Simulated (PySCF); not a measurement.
# Os⁵⁰⁺, Os⁵¹⁺: ionisation energy in even-tempered 17s13p7d4f3g

Aim: the ionisation energy of osmium from differences of total energies, at each level of theory, and how far each lands from the tabulated value where there is one.

The numbers are computed with PySCF 2.14.0 (unrestricted determinants in a Gaussian basis, no spin-orbit coupling in the energies), except any that are marked as measured or tabulated.

### Step 1. The atom as given

* Element: osmium (Z = 76)
* Basis: an even-tempered Gaussian basis (17 s from 12 bohr⁻², ratio 2.5; 13 p from 15 bohr⁻², ratio 2.5; 7 d from 15 bohr⁻², ratio 2.5; 4 f from 62 bohr⁻², ratio 2.7; 3 g from 93 bohr⁻², ratio 2.7)
* Hamiltonian: the spin-free X2C one-electron Hamiltonian (Gaussian nucleus)
* State 1: Os⁵⁰⁺: [Ar] 3d8, high-spin 3F determinant
* State 2: Os⁵¹⁺: [Ar] 3d7, high-spin 4F determinant
* Methods: UHF, LDA, PBE, PBE0, r2SCAN, r2SCAN0, B2PLYP, MP2
* Core shells frozen in the correlated runs: outer shells: [Ne] (for Os⁵⁰⁺)

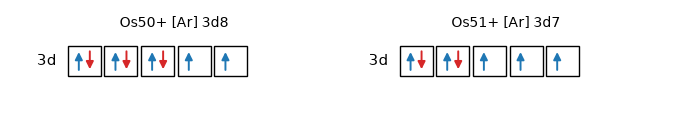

Outer shells as boxes.

One driver process ran all states and methods and kept the integrals in memory. Each run is shown as a PySCF script that sums up its settings (the driver passes frozen orbitals as a list and adds second-order terms of double hybrids); the logs are those of the runs themselves. The driver starts from symmetry-adapted Hartree-Fock orbitals, holds the occupation by maximum overlap and uses a logarithmic radial grid for functionals, so a plain start would take other cycles.

The driver's launch:

```
$ OMP_NUM_THREADS=1 python atomrun2.py TASK.json OUT
```

The integrals over 146 functions and the set-up took 0.99 s of CPU time.

### Step 2. Os⁵⁰⁺: the ladder of methods

Level: UHF.

The input, input.py:

```python
from pyscf import gto, scf, dft, mp, cc
mol = gto.M(atom="Os 0 0 0", charge=50, spin=2, symmetry="D2h",
            basis=gto.etbs([(0, 17, 12, 2.5), (1, 13, 15, 2.5), (2, 7, 15, 2.5), (3, 4, 62, 2.7), (4, 3, 93, 2.7)]),
            nucmod="G")
mf = scf.UHF(mol).sfx2c1e()
mf.irrep_nelec = {'Ag': (5, 3), 'B1g': (1, 1), 'B2g': (1, 1), 'B3g': (1, 1), 'B1u': (2, 2), 'B2u': (2, 2), 'B3u': (2, 2)}
mf.kernel()
```

Standard output:

```text
damping factor = 0
level_shift factor = 0
DIIS = <class 'pyscf.scf.diis.CDIIS'>
diis_start_cycle = 1
diis_space = 10
diis_damp = 0
SCF conv_tol = 1e-09
SCF conv_tol_grad = None
number electrons alpha = 14  beta = 12
cycle= 1 E= -15256.6058452431  delta_E= -0.0107  |g|= 0.0488  |ddm|= 0.00832
cycle= 2 E= -15256.6058570515  delta_E= -1.18e-05  |g|= 0.00173  |ddm|= 0.000316
cycle= 3 E= -15256.6058570674  delta_E= -1.59e-08  |g|= 1.03e-05  |ddm|= 1.26e-05
cycle= 4 E= -15256.6058570673  delta_E= 3.82e-11  |g|= 5.4e-07  |ddm|= 1.16e-07
converged SCF energy = -15256.6058570673  <S^2> = 2.0001099  2S+1 = 3.0000733
```

It used 12 s of CPU time after the integrals (shared host).

The occupied shells:

```
shell  electrons  mean orbital energy (eV)  spread (eV)  rms radius (bohr)
 1s α          1                  -77161.0            0             0.0200
 1s β          1                  -77160.6            0             0.0200
 2s α          1                  -15906.2            0             0.0806
 2s β          1                  -15888.1            0             0.0806
 2p α          3                  -14262.5            0             0.0735
 2p β          3                  -14243.9            0             0.0735
 3s α          1                   -5720.0            0              0.201
 3s β          1                   -5697.9            0              0.201
 3p α          3                   -5223.8            0              0.201
 3p β          3                   -5196.8            0              0.201
 3d α          5                   -4687.7        8.004              0.181
 3d β          3                   -4672.9            0              0.181
```

⟨S²⟩ = 2.000, ⟨L²⟩ = 12.00.

Spin-orbit constants on these orbitals (cm⁻¹; bare nucleus, screened nucleus, mean field): 3d 290700, 252400, 248300. To first order in LS coupling the lowest level has J = 4 and lies 46.2 eV below the centre of the term.

Spin-orbit coupling is strong in this species (close to jj coupling), so the high-spin LS determinant is a model state, not a physical level.

Level: LDA.

input.py differs from the last one in:

```diff
@@ -4,3 +4,3 @@
             nucmod="G")
-mf = scf.UHF(mol).sfx2c1e()
+mf = dft.UKS(mol, xc="LDA,VWN").sfx2c1e()
 mf.irrep_nelec = {'Ag': (5, 3), 'B1g': (1, 1), 'B2g': (1, 1), 'B3g': (1, 1), 'B1u': (2, 2), 'B2u': (2, 2), 'B3u': (2, 2)}
```

Standard output:

```text
damping factor = 0
level_shift factor = 0
DIIS = <class 'pyscf.scf.diis.CDIIS'>
diis_start_cycle = 1
diis_space = 10
diis_damp = 0
SCF conv_tol = 1e-09
SCF conv_tol_grad = None
number electrons alpha = 14  beta = 12
XC functionals = LDA,VWN
    P. A. M. Dirac.,  Math. Proc. Cambridge Philos. Soc. 26, 376 (1930)
    F. Bloch.,  Z. Phys. 57, 545 (1929)
    S. H. Vosko, L. Wilk, and M. Nusair.,  Can. J. Phys. 58, 1200 (1980)
cycle= 1 E= -15246.8697717863  delta_E= -0.0261  |g|= 0.0832  |ddm|= 0.0422
cycle= 2 E= -15246.8697833961  delta_E= -1.16e-05  |g|= 0.0083  |ddm|= 0.000792
cycle= 3 E= -15246.869783688  delta_E= -2.92e-07  |g|= 0.000598  |ddm|= 0.000114
cycle= 4 E= -15246.8697836899  delta_E= -1.92e-09  |g|= 5.49e-06  |ddm|= 8.75e-06
cycle= 5 E= -15246.8697836899  delta_E= -2e-11  |g|= 3.63e-08  |ddm|= 9.34e-08
converged SCF energy = -15246.8697836899  <S^2> = 2.0000142  2S+1 = 3.0000095
```

CPU time 0.92 s on a shared host, the integrals not counted.

Level: PBE.

input.py differs from the last one in:

```diff
@@ -4,3 +4,3 @@
             nucmod="G")
-mf = dft.UKS(mol, xc="LDA,VWN").sfx2c1e()
+mf = dft.UKS(mol, xc="PBE").sfx2c1e()
 mf.irrep_nelec = {'Ag': (5, 3), 'B1g': (1, 1), 'B2g': (1, 1), 'B3g': (1, 1), 'B1u': (2, 2), 'B2u': (2, 2), 'B3u': (2, 2)}
```

Standard output:

```text
damping factor = 0
level_shift factor = 0
DIIS = <class 'pyscf.scf.diis.CDIIS'>
diis_start_cycle = 1
diis_space = 10
diis_damp = 0
SCF conv_tol = 1e-09
SCF conv_tol_grad = None
number electrons alpha = 14  beta = 12
XC functionals = PBE
    J. P. Perdew, K. Burke, and M. Ernzerhof.,  Phys. Rev. Lett. 77, 3865 (1996)
    J. P. Perdew, K. Burke, and M. Ernzerhof.,  Phys. Rev. Lett. 78, 1396 (1997)
    J. P. Perdew, K. Burke, and M. Ernzerhof.,  Phys. Rev. Lett. 77, 3865 (1996)
    J. P. Perdew, K. Burke, and M. Ernzerhof.,  Phys. Rev. Lett. 78, 1396 (1997)
cycle= 1 E= -15258.3649828887  delta_E= -0.0197  |g|= 0.0183  |ddm|= 0.0329
cycle= 2 E= -15258.3649836679  delta_E= -7.79e-07  |g|= 0.00113  |ddm|= 0.000299
cycle= 3 E= -15258.3649836761  delta_E= -8.13e-09  |g|= 0.000186  |ddm|= 2.17e-05
cycle= 4 E= -15258.3649836763  delta_E= -2.07e-10  |g|= 1.74e-06  |ddm|= 2.66e-06
converged SCF energy = -15258.3649836763  <S^2> = 2.0000225  2S+1 = 3.000015
```

It used 1.1 s of CPU time after the integrals (shared host).

Level: PBE0.

input.py differs from the last one in:

```diff
@@ -4,3 +4,3 @@
             nucmod="G")
-mf = dft.UKS(mol, xc="PBE").sfx2c1e()
+mf = dft.UKS(mol, xc="PBE0").sfx2c1e()
 mf.irrep_nelec = {'Ag': (5, 3), 'B1g': (1, 1), 'B2g': (1, 1), 'B3g': (1, 1), 'B1u': (2, 2), 'B2u': (2, 2), 'B3u': (2, 2)}
```

Standard output:

```text
damping factor = 0
level_shift factor = 0
DIIS = <class 'pyscf.scf.diis.CDIIS'>
diis_start_cycle = 1
diis_space = 10
diis_damp = 0
SCF conv_tol = 1e-09
SCF conv_tol_grad = None
number electrons alpha = 14  beta = 12
XC functionals = PBE0
    C. Adamo and V. Barone.,  J. Chem. Phys. 110, 6158 (1999)
    M. Ernzerhof and G. E. Scuseria.,  J. Chem. Phys. 110, 5029 (1999)
cycle= 1 E= -15258.2868204991  delta_E= -0.0128  |g|= 0.0208  |ddm|= 0.024
cycle= 2 E= -15258.286821603  delta_E= -1.1e-06  |g|= 0.000573  |ddm|= 0.000169
cycle= 3 E= -15258.2868216049  delta_E= -1.87e-09  |g|= 8.71e-05  |ddm|= 1.11e-05
cycle= 4 E= -15258.286821605  delta_E= -5.64e-11  |g|= 1.94e-06  |ddm|= 1.28e-06
converged SCF energy = -15258.286821605  <S^2> = 2.0000374  2S+1 = 3.0000249
```

It used 2.9 s of CPU time after the integrals (shared host).

Level: r2SCAN.

input.py differs from the last one in:

```diff
@@ -4,3 +4,3 @@
             nucmod="G")
-mf = dft.UKS(mol, xc="PBE0").sfx2c1e()
+mf = dft.UKS(mol, xc="R2SCAN").sfx2c1e()
 mf.irrep_nelec = {'Ag': (5, 3), 'B1g': (1, 1), 'B2g': (1, 1), 'B3g': (1, 1), 'B1u': (2, 2), 'B2u': (2, 2), 'B3u': (2, 2)}
```

Standard output:

```text
damping factor = 0
level_shift factor = 0
DIIS = <class 'pyscf.scf.diis.CDIIS'>
diis_start_cycle = 1
diis_space = 10
diis_damp = 0
SCF conv_tol = 1e-09
SCF conv_tol_grad = None
number electrons alpha = 14  beta = 12
XC functionals = R2SCAN
    J. W. Furness, A. D. Kaplan, J. Ning, J. P. Perdew, and J. Sun.,  J. Phys. Chem. Lett. 11, 8208-8215 (2020)
    J. W. Furness, A. D. Kaplan, J. Ning, J. P. Perdew, and J. Sun.,  J. Phys. Chem. Lett. 11, 9248-9248 (2020)
    J. W. Furness, A. D. Kaplan, J. Ning, J. P. Perdew, and J. Sun.,  J. Phys. Chem. Lett. 11, 8208-8215 (2020)
    J. W. Furness, A. D. Kaplan, J. Ning, J. P. Perdew, and J. Sun.,  J. Phys. Chem. Lett. 11, 9248-9248 (2020)
cycle= 1 E= -15258.8994061831  delta_E= -0.0138  |g|= 0.0269  |ddm|= 0.0194
cycle= 2 E= -15258.8994076046  delta_E= -1.42e-06  |g|= 0.000534  |ddm|= 0.000152
cycle= 3 E= -15258.8994076052  delta_E= -5.89e-10  |g|= 1.78e-05  |ddm|= 4.25e-06
converged SCF energy = -15258.8994076052  <S^2> = 2.0000526  2S+1 = 3.0000351
```

It used 1.8 s of CPU time after the integrals (shared host).

Level: r2SCAN0.

input.py differs from the last one in:

```diff
@@ -4,3 +4,3 @@
             nucmod="G")
-mf = dft.UKS(mol, xc="R2SCAN").sfx2c1e()
+mf = dft.UKS(mol, xc="HYB_MGGA_XC_R2SCAN0").sfx2c1e()
 mf.irrep_nelec = {'Ag': (5, 3), 'B1g': (1, 1), 'B2g': (1, 1), 'B3g': (1, 1), 'B1u': (2, 2), 'B2u': (2, 2), 'B3u': (2, 2)}
```

Standard output:

```text
damping factor = 0
level_shift factor = 0
DIIS = <class 'pyscf.scf.diis.CDIIS'>
diis_start_cycle = 1
diis_space = 10
diis_damp = 0
SCF conv_tol = 1e-09
SCF conv_tol_grad = None
number electrons alpha = 14  beta = 12
XC functionals = HYB_MGGA_XC_R2SCAN0
    M. Bursch, H. Neugebauer, S. Ehlert, and S. Grimme.,  J. Chem. Phys. 156, 134105 (2022)
cycle= 1 E= -15258.6902756481  delta_E= -0.0108  |g|= 0.0285  |ddm|= 0.0151
cycle= 2 E= -15258.6902781865  delta_E= -2.54e-06  |g|= 0.000635  |ddm|= 0.000226
cycle= 3 E= -15258.6902781878  delta_E= -1.23e-09  |g|= 2.5e-05  |ddm|= 4.52e-06
cycle= 4 E= -15258.6902781878  delta_E= 1.09e-11  |g|= 1.67e-06  |ddm|= 2.29e-07
converged SCF energy = -15258.6902781878  <S^2> = 2.000064  2S+1 = 3.0000426
```

It used 4.1 s of CPU time after the integrals (shared host).

Level: B2PLYP.

input.py differs from the last one in:

```diff
@@ -4,3 +4,3 @@
             nucmod="G")
-mf = dft.UKS(mol, xc="HYB_MGGA_XC_R2SCAN0").sfx2c1e()
+mf = dft.UKS(mol, xc="0.53*HF + 0.47*B88, 0.73*LYP").sfx2c1e()
 mf.irrep_nelec = {'Ag': (5, 3), 'B1g': (1, 1), 'B2g': (1, 1), 'B3g': (1, 1), 'B1u': (2, 2), 'B2u': (2, 2), 'B3u': (2, 2)}
```

Standard output:

```text
damping factor = 0
level_shift factor = 0
DIIS = <class 'pyscf.scf.diis.CDIIS'>
diis_start_cycle = 1
diis_space = 10
diis_damp = 0
SCF conv_tol = 1e-09
SCF conv_tol_grad = None
number electrons alpha = 14  beta = 12
XC functionals = 0.53*HF + 0.47*B88, 0.73*LYP
    A. D. Becke.,  Phys. Rev. A 38, 3098 (1988)
    C. Lee, W. Yang, and R. G. Parr.,  Phys. Rev. B 37, 785 (1988)
    B. Miehlich, A. Savin, H. Stoll, and H. Preuss.,  Chem. Phys. Lett. 157, 200 (1989)
cycle= 1 E= -15258.3870450196  delta_E= -0.00932  |g|= 0.0291  |ddm|= 0.0165
cycle= 2 E= -15258.387048117  delta_E= -3.1e-06  |g|= 0.000943  |ddm|= 0.000323
cycle= 3 E= -15258.3870481204  delta_E= -3.45e-09  |g|= 9.28e-05  |ddm|= 8.81e-06
cycle= 4 E= -15258.3870481205  delta_E= -4.73e-11  |g|= 3.25e-06  |ddm|= 1.24e-06
converged SCF energy = -15258.3870481205  <S^2> = 2.0000591  2S+1 = 3.0000394
```

It used 5.1 s of CPU time after the integrals (shared host).

Script and log cover the SCF part. The PT2 part, added by the driver, -0.66693 hartree before scaling by 0.27, brings the total to -15258.567119 hartree.

Level: MP2 (outer shells).

input.py differs from the last one in:

```diff
@@ -4,4 +4,5 @@
             nucmod="G")
-mf = dft.UKS(mol, xc="0.53*HF + 0.47*B88, 0.73*LYP").sfx2c1e()
+mf = scf.UHF(mol).sfx2c1e()
 mf.irrep_nelec = {'Ag': (5, 3), 'B1g': (1, 1), 'B2g': (1, 1), 'B3g': (1, 1), 'B1u': (2, 2), 'B2u': (2, 2), 'B3u': (2, 2)}
 mf.kernel()
+mp.UMP2(mf, frozen=5).kernel()
```

The driver printed no log here.

CPU time 2.1 s on a shared host, the integrals not counted.

With 16 electrons correlated, the MP2 correlation energy is -0.65403 hartree (-0.21137 same spin, -0.44266 opposite spin); the SCS form gives -0.60165. Largest pairs of shells: 3d-3d -0.2526, 3p-3d -0.2414, 3p-3p -0.0695, 3s-3d -0.0482, 3s-3p -0.0370.

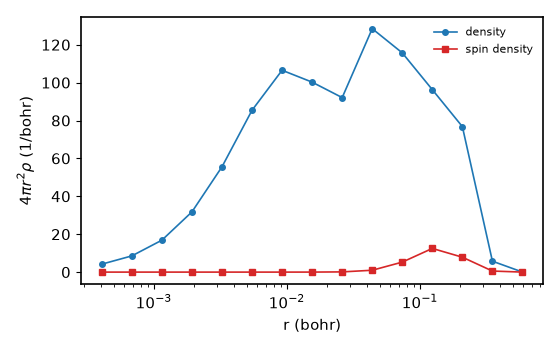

Radial density 4πr²ρ of Os⁵⁰⁺ at UHF, without picture-change correction, at 15 stored radii joined by straight lines.

(Part 1 of 2 ends here.)
